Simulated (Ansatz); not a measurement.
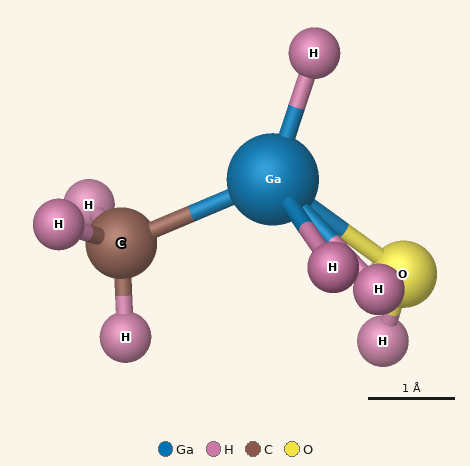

The structure (ball-and-stick view, seen at a tilt). Sticks mark near contacts. Bond lengths as drawn: C–Ga 1.97 Å, C–H 1.10 Å, Ga–H 1.56 to 1.89 Å, Ga–O 1.99 Å and H–O 0.97 Å.

**CH$_{7}$GaO: frequency calculation**

The run: frequency calculation of CH$_{7}$GaO. Method and program: RKS B3LYP-D4/def2-SVP (Ansatz 0.2.0).

It belongs to a series of runs on one base structure; here: vibrations at the highest image of the band.

The program's output:
```
Engine: ansatz 0.2.0, aarch64-unknown-linux-gnu
Functional definition: B3LYP
  parameter a0 = 0.2
  parameter ax = 0.72
  parameter ac = 0.81
  exchange = (1 - a0 - ax)*slater_x + ax*b88_x + a0*exact_x
  correlation = (1 - ac)*vwn_rpa_c + ac*lyp_c
1028 factors; integrals over basis functions are off by at most 3.6e-4 eV
mean field evaluation 1: about -55557.8315 eV, gradient 7.0e1 eV
mean field evaluation 2: about -55539.3273 eV, gradient 1.2e2 eV
mean field evaluation 4: about -55567.5241 eV, gradient 6.4e0 eV
mean field evaluation 8: about -55567.6194 eV, gradient 7.4e-2 eV
mean field -55567.61945198 eV, -2042.0723497751 hartree, gradient 4.9e-5 eV, S^2 0.000000; 0 other end points of the search recorded, 0 dependent functions left out
the calculation of the forces begins
reference -55567.61969937 eV, -2042.0723588663 hartree; 26, 26 occupied and 69, 69 virtual orbitals, 1028 factors
these checks for a lower state are left out or cut short: stability, starts, cluster_reference, orbital_swaps, neighbouring_geometries, increment
1028 factors; integrals over basis functions are off by at most 3.6e-4 eV
mean field evaluation 16: about -55567.6193 eV, gradient 1.5e-1 eV
mean field -55567.61933012 eV, -2042.0723452968 hartree, gradient 1.9e-6 eV, S^2 0.000000; 0 other end points of the search recorded, 0 dependent functions left out
[... from here on the field's lines of each further geometry are left out, up to the last ...]
the calculation of the forces begins
reference -55567.61968297 eV, -2042.0723582636 hartree; 26, 26 occupied and 69, 69 virtual orbitals, 1028 factors
these checks for a lower state are left out or cut short: stability, starts, cluster_reference, orbital_swaps, neighbouring_geometries, increment
1028 factors; integrals over basis functions are off by at most 3.6e-4 eV
mean field -55567.61942397 eV, -2042.0723487458 hartree, gradient 1.3e-6 eV, S^2 0.000000; 0 other end points of the search recorded, 0 dependent functions left out
the calculation of the forces begins
reference -55567.61967134 eV, -2042.0723578365 hartree; 26, 26 occupied and 69, 69 virtual orbitals, 1028 factors
WARN: phonons: modes at or below zero, which the zero-point energy, F, S and C_V leave out: 1, the lowest at -1242.64 cm⁻¹. A minimum has none, and a first-order saddle one
Total energy: -55567.87083231 eV, -2042.0815878319 hartree
Atom 0 at     0.043570    -0.223620    -0.159943 Å, force    -0.006722    -0.013574     0.008735 eV/Å
Atom 1 at    -0.191561    -0.153452     1.709316 Å, force     0.000076     0.007710    -0.002284 eV/Å
Atom 2 at     1.439959     0.397146    -0.475542 Å, force     0.004071     0.004769     0.001241 eV/Å
Atom 3 at    -1.720424     0.020176    -1.007802 Å, force    -0.003732    -0.008932     0.011980 eV/Å
Atom 4 at    -2.474769    -0.644719    -0.559479 Å, force     0.000502     0.000664     0.000630 eV/Å
Atom 5 at    -2.060926     1.059858    -0.880003 Å, force    -0.001273     0.012554    -0.004872 eV/Å
Atom 6 at    -1.669090    -0.186180    -2.088827 Å, force     0.006699    -0.002644    -0.005361 eV/Å
Atom 7 at     0.296995    -2.038412     0.618499 Å, force     0.009141     0.026130    -0.007862 eV/Å
Atom 8 at    -0.435783    -2.658351     0.490917 Å, force    -0.014672    -0.020496    -0.000013 eV/Å
Atom 9 at    -0.017271    -1.120245     1.489765 Å, force     0.005910    -0.006181    -0.002194 eV/Å
Dipole moment:    -0.378960    -0.104780    -0.157826 e Å
Vibrations: -1242.64 57.66 153.37 282.51 461.51 524.21 551.60 568.97 626.97 729.33 755.80 761.79 864.64 1226.25 1370.03 1432.12 1433.14 1740.01 1810.90 1993.61 3032.61 3125.57 3131.54 3812.21 cm⁻¹, zero-point energy 1.887433 eV
```

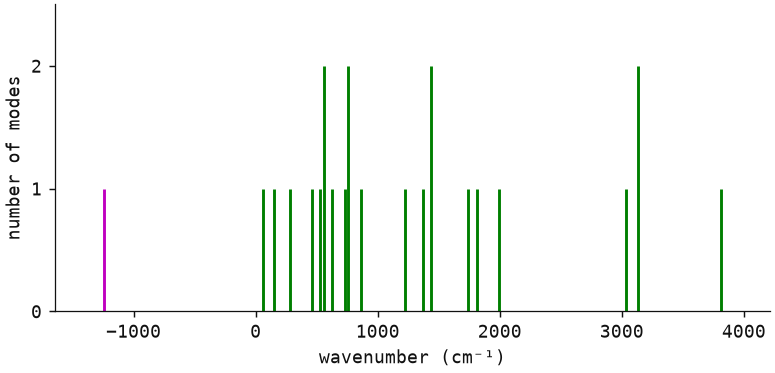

Harmonic vibrational wavenumbers from the force constants; neighbouring modes closer than 23 cm⁻¹ are counted in one stick, and imaginary ones are drawn at negative wavenumbers. 24 modes from 1243i to 3812 cm⁻¹, 1 imaginary beyond 8i (1243i cm⁻¹): a first-order saddle point, if the geometry is stationary.

This output came from the following input.

Input:
```yaml
crystal:
  periodic: [false, false, false]
  atoms:
    - { symbol: Ga, position_ang: [0.04357, -0.22362, -0.159943] }
    - { symbol: H, position_ang: [-0.191561, -0.153452, 1.709316] }
    - { symbol: H, position_ang: [1.439959, 0.397146, -0.475542] }
    - { symbol: C, position_ang: [-1.720424, 0.020176, -1.007802] }
    - { symbol: H, position_ang: [-2.474769, -0.644719, -0.559479] }
    - { symbol: H, position_ang: [-2.060926, 1.059858, -0.880003] }
    - { symbol: H, position_ang: [-1.66909, -0.18618, -2.088827] }
    - { symbol: O, position_ang: [0.296995, -2.038412, 0.618499] }
    - { symbol: H, position_ang: [-0.435783, -2.658351, 0.490917] }
    - { symbol: H, position_ang: [-0.017271, -1.120245, 1.489765] }
basis:
  gaussian: { orbitals: def2-SVP }
hamiltonian:
  xc: b3lyp
  dispersion: d4
phonons: {}
```

Run as:
```bash
ansatz run input.yaml --threads 2 --pin off --max-ram 3072MiB --backend cpu --events-out ev --progress --plain --runs-dir out
```

Summary:

```csv
quantity,value
outcome,converged
total energy,−55567.8708 eV
mean-field energy,−55567.6197 eV
largest force (length of the vector),0.029 eV/Å
hardware,"2 threads of Arm Neoverse V1, 24 GiB of memory available, shared host"
wall time,95 s (CPU time 3.1 min)
peak memory,0.2 GiB
```
